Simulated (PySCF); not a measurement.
# BF (SMILES [B]F) at 5 levels

Wanted: a comparison of 5 runs (HF/STO-3G, HF/3-21G, B3LYP/6-31G*, B2PLYP/cc-pVTZ, CCSD/aug-cc-pVDZ) of BF. Input form: a Python script.

Program for the calculation: PySCF 2.14.0.

### 1 The system as given

BF: 2 atoms, total charge 0, spin state singlet. As SMILES, `[B]F`. The coordinates come from a PBE0-D4/def2-TZVP relaxation.

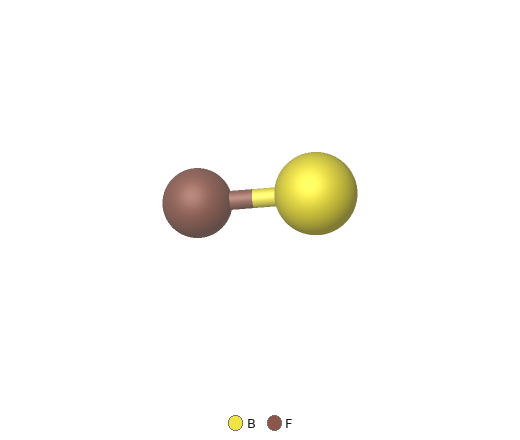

The structure, seen from a chosen angle (boron yellow, fluorine brown).

### 2 Energy and forces at HF/STO-3G (run 1)

run.py reads:

```python
import pyscf.grad
from pyscf import gto

system = gto.M(
    atom='''
B      0.000000     0.000000    -0.017669
F      0.000000     0.000000     2.369225
''',
    charge=0,
    spin=0,
    max_memory=1860,
    basis='sto-3g',
    verbose=4,
    unit='bohr',
)

hf = system.RHF()
hf.conv_tol = 1e-10
hf.kernel()
if not hf.converged:
    hf = hf.newton().run(hf.mo_coeff, hf.mo_occ)

energy = hf.e_tot
print(f'total energy: {energy:.8f} hartree')
grad = hf.Gradients().kernel()
dip = hf.dip_moment()
pop, q = hf.mulliken_pop()
```

Command:

```console
OMP_NUM_THREADS=1 python run.py
```

The log of the run:

```text
PySCF version 2.14.0

[INPUT] num. atoms = 2
[INPUT] num. electrons = 14
[INPUT] charge = 0
[INPUT] spin (= nelec alpha-beta = 2S) = 0
[INPUT] symmetry False subgroup None
[INPUT] Mole.unit = bohr
[INPUT] Symbol           X                Y                Z      unit          X                Y                Z       unit  Magmom
[INPUT]  1 B      0.000000000000   0.000000000000  -0.009350032140 AA    0.000000000000   0.000000000000  -0.017669000000 Bohr   0.0
[INPUT]  2 F      0.000000000000   0.000000000000   1.253739877542 AA    0.000000000000   0.000000000000   2.369225000000 Bohr   0.0

nuclear repulsion = 18.8529528332636
number of shells = 6
number of NR pGTOs = 30
number of NR cGTOs = 10
basis = sto-3g
ecp = {}

[... 35 lines left out ...]
converged SCF energy = -122.356134458653
total energy: -122.35613446 hartree
[... 1 line left out ...]
******** <class 'pyscf.grad.rhf.Gradients'> for <class 'pyscf.scf.hf.RHF'> ********
unit = Eh/Bohr
--------------- RHF gradients ---------------
         x                y                z
0 B     0.0000000000     0.0000000000    -0.0257393025
1 F    -0.0000000000    -0.0000000000     0.0257393025
----------------------------------------------
Dipole moment(X, Y, Z, Debye):  0.00000,  0.00000,  1.10042
 ** Mulliken pop  **
pop of  0 B 1s            1.99753
pop of  0 B 2s            1.71913
pop of  0 B 2px           0.19939
pop of  0 B 2py           0.19939
pop of  0 B 2pz           0.70544
pop of  1 F 1s            1.99860
pop of  1 F 2s            1.93151
pop of  1 F 2px           1.80061
pop of  1 F 2py           1.80061
pop of  1 F 2pz           1.64779
 ** Mulliken atomic charges  **
charge of    0B =      0.17912
charge of    1F =     -0.17912
```

It took 2.2 s on 1 thread of Intel Xeon at 2.50GHz (Skylake/Cascade Lake), shared host; peak memory 0.12 GiB.

### 3 Energy and gradient at HF/3-21G (run 2)

run.py reads:

```python
from pyscf import gto, scf

mol = gto.M(
    atom='''
B      0.000000     0.000000    -0.017669
F      0.000000     0.000000     2.369225
''',
    basis='3-21g',
    verbose=4,
    spin=0,
    max_memory=1860,
    unit='bohr',
    charge=0,
)

calc0 = scf.RHF(mol)
calc0.conv_tol = 1e-10
calc0.kernel()
if not calc0.converged:
    calc0 = calc0.newton().run(calc0.mo_coeff, calc0.mo_occ)

e_final = calc0.e_tot
print('Final energy', e_final)
grad = calc0.nuc_grad_method().kernel()
calc0.analyze()
```

Command:

```console
OMP_NUM_THREADS=1 python run.py
```

The log of the run:

```text
PySCF version 2.14.0

[INPUT] num. atoms = 2
[INPUT] num. electrons = 14
[INPUT] charge = 0
[INPUT] spin (= nelec alpha-beta = 2S) = 0
[INPUT] symmetry False subgroup None
[INPUT] Mole.unit = bohr
[INPUT] Symbol           X                Y                Z      unit          X                Y                Z       unit  Magmom
[INPUT]  1 B      0.000000000000   0.000000000000  -0.009350032140 AA    0.000000000000   0.000000000000  -0.017669000000 Bohr   0.0
[INPUT]  2 F      0.000000000000   0.000000000000   1.253739877542 AA    0.000000000000   0.000000000000   2.369225000000 Bohr   0.0

nuclear repulsion = 18.8529528332636
number of shells = 10
number of NR pGTOs = 30
number of NR cGTOs = 18
basis = 3-21g
ecp = {}

[... 36 lines left out ...]
Final energy -123.43182663962251
[... 12 lines left out ...]
Two-electron Energy =                   65.665958287225337
[... 5 lines left out ...]
MO #2   energy= -7.6769940187199   occ= 2
[... 3 lines left out ...]
MO #6   energy= -0.728345513802898 occ= 2
[... 3 lines left out ...]
MO #10  energy= 0.31267016919014   occ= 0
[... 3 lines left out ...]
MO #14  energy= 0.954014175400952  occ= 0
[... 3 lines left out ...]
MO #18  energy= 3.90283207070259   occ= 0
[... 23 lines left out ...]
Dipole moment(X, Y, Z, Debye):  0.00000, -0.00000,  0.78138
```

Wall time 2.2 s (1 thread of Intel Xeon at 2.50GHz (Skylake/Cascade Lake), shared host); peak memory 0.12 GiB.

### 4 Energy and gradient at B3LYP/6-31G(d) (Cartesian functions) (run 3)

run.py reads:

```python
from pyscf import gto, dft

mol = gto.M(
    atom=[
    ('B', (0.000000, -0.000000, -0.009350)),
    ('F', (-0.000000, 0.000000, 1.253740)),
],
    max_memory=1860,
    spin=0,
    basis='6-31g*',
    cart=True,
    charge=0,
    verbose=3,
)

mf = dft.RKS(mol)
mf.xc = 'b3lyp'
mf.conv_tol = 1e-10
mf.grids.level = 5
mf.kernel()
if not mf.converged:
    mf = mf.newton().run(mf.mo_coeff, mf.mo_occ)

energy = mf.e_tot
print(f'total energy: {energy:.8f} hartree')
grad = mf.nuc_grad_method().kernel()
dip = mf.dip_moment()
pop, q = mf.mulliken_pop()
```

Command:

```console
OMP_NUM_THREADS=1 python run.py
```

The log of the run:

```text
converged SCF energy = -124.657931476787
total energy: -124.65793148 hartree
--------------- RKS gradients ---------------
         x                y                z
0 B    -0.0000000000     0.0000000000     0.0105454039
1 F     0.0000000000     0.0000000000    -0.0105462860
----------------------------------------------
Dipole moment(X, Y, Z, Debye): -0.00000,  0.00000,  1.08964
 ** Mulliken pop  **
pop of  0  B 1s           1.99379
pop of  0  B 2s           0.65846
pop of  0  B 3s           1.19720
pop of  0  B 2px          0.11611
pop of  0  B 2py          0.11611
pop of  0  B 2pz          0.57216
pop of  0  B 3px          0.05487
pop of  0  B 3py          0.05487
pop of  0  B 3pz          0.08121
pop of  0  B 3dxx         0.00013
pop of  0  B 3dxy         0.00000
pop of  0  B 3dxz         0.01889
pop of  0  B 3dyy         0.00013
pop of  0  B 3dyz         0.01889
pop of  0  B 3dzz         0.03308
pop of  1  F 1s           1.99303
pop of  1  F 2s           0.98173
pop of  1  F 3s           0.81164
pop of  1  F 2px          1.11263
pop of  1  F 2py          1.11263
pop of  1  F 2pz          1.10083
pop of  1  F 3px          0.69317
pop of  1  F 3py          0.69317
pop of  1  F 3pz          0.49838
pop of  1  F 3dxx         0.02020
pop of  1  F 3dxy         0.00000
pop of  1  F 3dxz         0.00434
pop of  1  F 3dyy         0.02020
pop of  1  F 3dyz         0.00434
pop of  1  F 3dzz         0.03781
 ** Mulliken atomic charges  **
charge of    0B =      0.08411
charge of    1F =     -0.08411
```

Run time: 7.5 s. Hardware: 1 thread of Intel Xeon at 2.50GHz (Skylake/Cascade Lake), shared host; peak memory 0.35 GiB.

Run 4 isn't shown in full; the table further down has it.

### 5 The energy at CCSD/aug-cc-pVDZ (run 5)

input.py reads:

```python
from pyscf import gto, cc

molecule = gto.M(
    atom='''
B    0.000000   0.000000  -0.009350
F    0.000000   0.000000   1.253740
''',
    max_memory=1860,
    charge=0,
    basis='aug-cc-pvdz',
    verbose=3,
)

calc0 = molecule.RHF()
calc0.conv_tol = 1e-10
calc0.kernel()
if not calc0.converged:
    calc0 = calc0.newton().run(calc0.mo_coeff, calc0.mo_occ)

mycc = cc.CCSD(calc0, frozen=2)
mycc.kernel()
e_final = mycc.e_tot
print('E(%s) = %.9f' % ('CCSD', e_final))
dip = calc0.dip_moment()
pop, q = calc0.mulliken_pop()
```

Command:

```console
OMP_NUM_THREADS=1 python input.py
```

The log of the run:

```text
converged SCF energy = -124.114896090761
E(CCSD) = -124.3952389275105  E_corr = -0.2803428367497706
E(CCSD) = -124.395238928
Dipole moment(X, Y, Z, Debye): -0.00000,  0.00000,  0.89690
 ** Mulliken pop  **
pop of  0 B 1s            2.00972
pop of  0 B 2s            0.77637
pop of  0 B 3s            0.93361
pop of  0 B 4s            0.05872
pop of  0 B 2px           0.08979
pop of  0 B 2py           0.08979
pop of  0 B 2pz           0.60801
pop of  0 B 3px           0.00258
pop of  0 B 3py           0.00258
pop of  0 B 3pz           0.09207
pop of  0 B 4px          -0.00045
pop of  0 B 4py          -0.00045
pop of  0 B 4pz           0.00082
pop of  0 B 3dxy         -0.00000
pop of  0 B 3dyz          0.02588
pop of  0 B 3dz^2         0.04516
pop of  0 B 3dxz          0.02588
pop of  0 B 3dx2-y2       0.00000
pop of  0 B 4dxy          0.00000
pop of  0 B 4dyz         -0.00558
pop of  0 B 4dz^2         0.00225
pop of  0 B 4dxz         -0.00558
pop of  0 B 4dx2-y2       0.00000
pop of  1 F 1s            2.00230
pop of  1 F 2s            0.90706
pop of  1 F 3s            0.95770
pop of  1 F 4s            0.04752
pop of  1 F 2px           1.12480
pop of  1 F 2py           1.12480
pop of  1 F 2pz           1.09562
pop of  1 F 3px           0.71434
pop of  1 F 3py           0.71434
pop of  1 F 3pz           0.49306
pop of  1 F 4px           0.04176
pop of  1 F 4py           0.04176
pop of  1 F 4pz          -0.03534
pop of  1 F 3dxy         -0.00000
pop of  1 F 3dyz          0.00112
pop of  1 F 3dz^2         0.00334
pop of  1 F 3dxz          0.00112
pop of  1 F 3dx2-y2       0.00000
pop of  1 F 4dxy          0.00000
pop of  1 F 4dyz          0.00576
pop of  1 F 4dz^2         0.00199
pop of  1 F 4dxz          0.00576
pop of  1 F 4dx2-y2       0.00000
 ** Mulliken atomic charges  **
charge of    0B =      0.24884
charge of    1F =     -0.24884
```

Run time: 4.2 s. Hardware: 1 thread of Intel Xeon at 2.50GHz (Skylake/Cascade Lake), shared host; peak memory 0.14 GiB.

### 6 The series

| run | level | Cartesian functions | integration grid | energy (Eh) | dipole moment (D) of the reference | HOMO energy (eV) | LUMO energy (eV) | wall time |
| --- | --- | --- | --- | --- | --- | --- | --- | --- |
| 1 | HF/STO-3G | no | – | -122.356134 | 1.10 | -7.61 | 8.93 | 2.2 s |
| 2 | HF/3-21G | no | – | -123.431827 | 0.78 | -10.88 | 3.24 | 2.2 s |
| 3 | B3LYP/6-31G* (Cartesian functions) | yes | 5 | -124.657931 | 1.09 | -7.28 | -0.58 | 7.5 s |
| 4 | B2PLYP/cc-pVTZ | no | 5 | -124.636553 | 0.94 | -9.13 | 0.39 | 8.4 s |
| 5 | CCSD/aug-cc-pVDZ | no | – | -124.395239 | 0.90 | -11.04 | 1.21 | 4.2 s |

### 7 What came out

| quantity | value |
| --- | --- |
| run 5: total energy | -124.39524 Eh |
| run 5: dipole moment (Hartree–Fock density) | 0.90 D |
| run 5: HOMO energy (Hartree–Fock orbitals) | -11.04 eV |
| run 5: LUMO energy (Hartree–Fock orbitals) | 1.21 eV |
| run 5: HOMO–LUMO gap (Hartree–Fock orbitals) | 12.25 eV |
| run 5: correlation energy (2 core orbitals frozen) | -280.3 mEh |
| run 5: T1 diagnostic | 0.017 |

Over runs 1, 2, 3, 4 the dipole moment (its size) runs from 0.78 D (HF/3-21G) to 1.10 D (HF/STO-3G). Over runs 1, 2, 3, 4 the HOMO–LUMO gap runs from 6.70 eV (B3LYP/6-31G*) to 16.54 eV (HF/STO-3G). The two ends differ in method and basis. Totals of different functionals can't be ranked against each other. In run 1 the basis is minimal, so the values are rough. All runs together took 25 s, the longest 8.4 s.
